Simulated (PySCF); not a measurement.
**C₈H₇N (SMILES CC#Cc1ccccn1): density, localisation and related maps**

```
atom    x (Å)    y (Å)    z (Å)
   C   3.6823  -0.7539  -0.2908
   C   2.2701  -0.4944  -0.1461
   C   1.0933  -0.2763  -0.0253
   C  -0.2916  -0.0148   0.1304
   C  -0.7400   0.7705   1.1983
   C  -2.0964   1.0048   1.3183
   C  -2.9584   0.4541   0.3805
   C  -2.4114  -0.3121  -0.6387
   N  -1.1205  -0.5437  -0.7683
   H   4.0586  -1.2669   0.5944
   H   3.8599  -1.3783  -1.1659
   H   4.2222   0.1858  -0.4091
   H  -0.0319   1.1778   1.9042
   H  -2.4792   1.6076   2.1300
   H  -4.0239   0.6141   0.4388
   H  -3.0405  -0.7656  -1.3946
```

Geometry: GFN2-xTB.

These are results of PBE0/def2-SVPD, SCF density, gas phase (PySCF), not measurements.

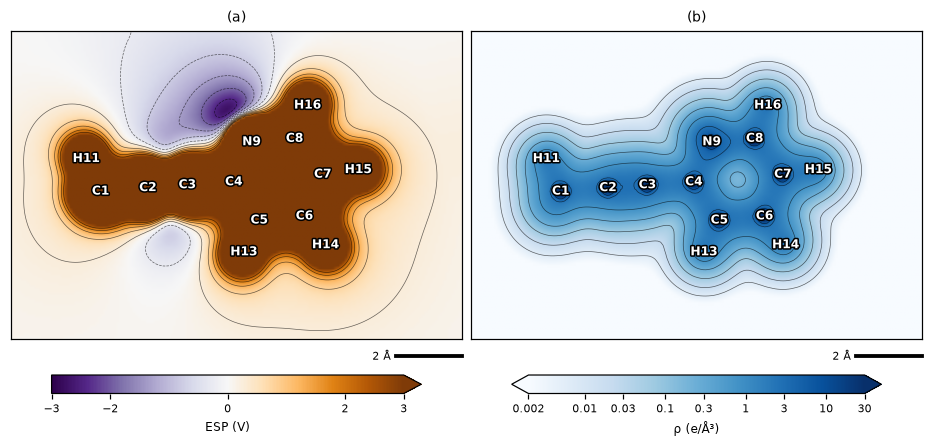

Figure 1. (a) molecular electrostatic potential; (b) electron density on the plane of atoms C4, C5 and H13.

**Read the bonding off the picture.**

- Atoms in the plane: C, N and H.
- C–C (1.20 Å): ρ at the midpoint is about 2.7 e/Å³.
- C–N (1.32 Å): ρ is about 2.5 e/Å³ halfway.
- C–H (1.08 Å): the density is about 2 e/Å³ at the midpoint.
- C–C (1.38 Å): ρ is about 2.1 e/Å³ halfway.
- Outside the dense part of the molecule the potential is most negative (−2.7 V) near N9.

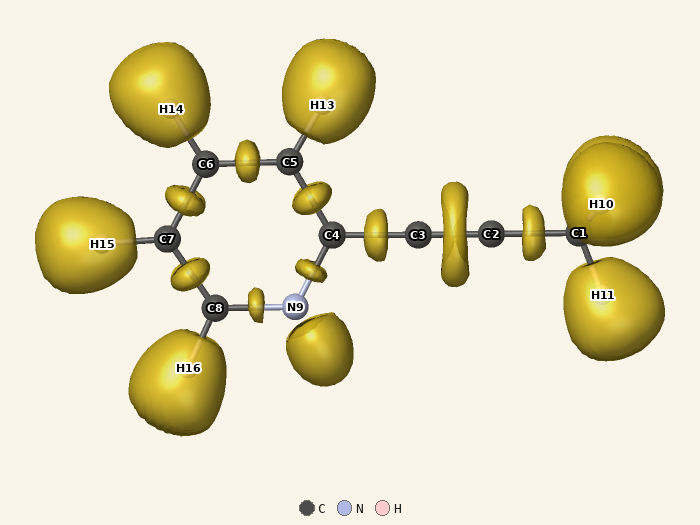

Figure 2. Isosurface of the electron localisation function at 0.85 (yellow), seen across its widest extent. Core shells and regions of very low density are left out.

**What do the ELF domains correspond to?**

The ELF exceeds this value in seven regions between bonded C–C atoms (shared pairs), two regions between bonded C–N atoms (shared pairs), seven regions around hydrogen nuclei and one lobe on N, pointing away from the bonds (lone pairs).


C–C (1.20 Å): the ELF peaks at about 0.85 between the atoms: a short, multiple covalent bond. C–N (1.32 Å): the ELF peaks at about 0.90 between the atoms, as expected for localised, covalent bonding.

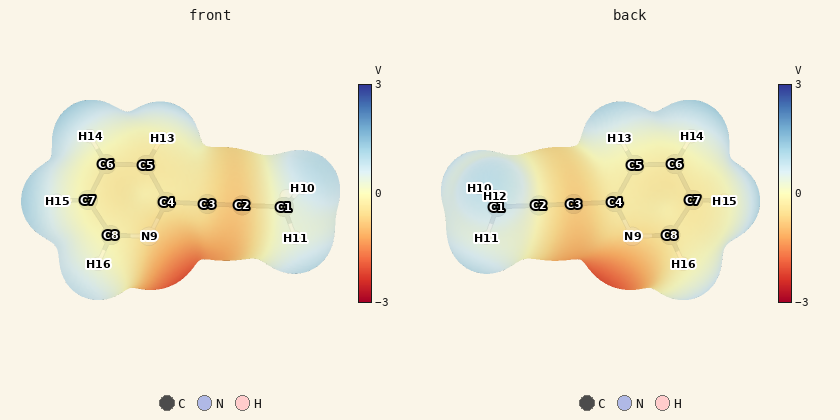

Figure 3. The electrostatic potential painted on the density surface at 0.002 e/bohr³, seen from the front and from behind; red is negative and blue positive.

**Where is the surface potential most negative and most positive?**

The most negative region (about −2.0 V) lies over N9, the most positive (about +1.1 V) over H14 and H15. N9 is the likeliest acceptor of a hydrogen bond.

**What dipole moment does the calculation give?**

Its dipole moment is 1.86 D.

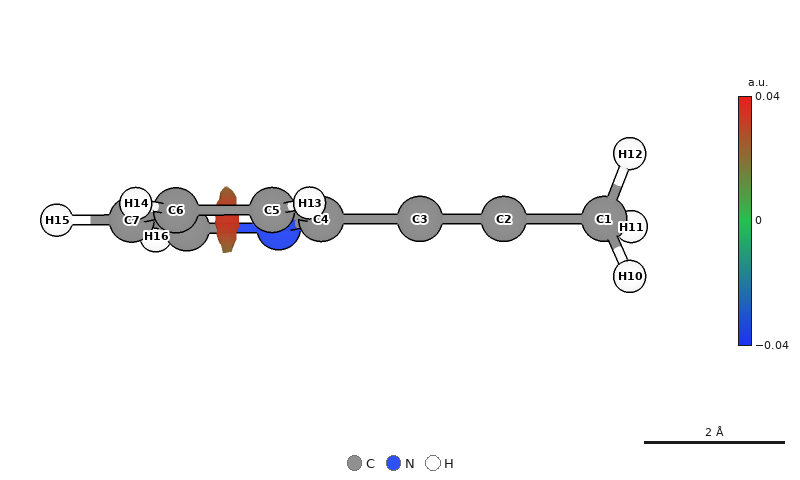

Figure 4. Non-covalent interaction (NCI) plot: the surface where the reduced density gradient is 0.5, for densities under 0.05 a.u., coloured by sign(λ₂)ρ; seen from one side.

**Identify the weak interactions.**

Inside the ring or cage of C4, C5, C6, C7, C8 and N9: steric crowding (red).
